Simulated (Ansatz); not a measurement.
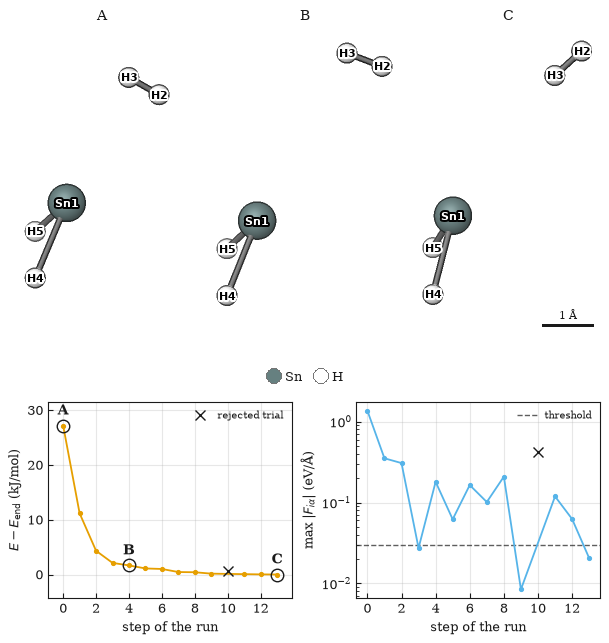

Frames of a relaxation of SnH₄, marked on the history of the run. Style: ball-and-stick. Shown from a free direction.

The run prepares an end point of a later path (reaction) calculation, from a guessed geometry.

All numbers below come from RKS PBE0-D4/def2-TZVP in Ansatz. Set-up: no spin polarisation; force threshold 0.03 eV/Å; at most 50 steps.

### Describe the path.

The largest move after the best rigid fit is that of H2, 0.99 Å. Largest moves by element: H 0.99 Å, Sn 0.48 Å. Near-neighbour distances that change, for instance: H2–H3 0.707 → 0.746 Å, Sn1–H4 1.782 → 1.772 Å. The energy falls by 27.2 kJ/mol in 12 accepted moves (13 points after the start). The largest force component goes from 1.4 to 0.021 eV/Å. The line search rejected the trial step at point 10 of the run. The forces were under the threshold at step 3, but the run went on from there. Cost: 15 s on 1 thread of Arm Neoverse V2 (shared host), peak memory 0.12 GiB. From step 0 to 4: H2 moves most (0.72 Å), energy −25.5 kJ/mol. From step 4 to 13: H3 moves most (0.48 Å), energy −1.66 kJ/mol.

Limits of the set-up: the start holds two separate molecules, 3.0 Å apart at their closest, whose relative position is a soft coordinate.
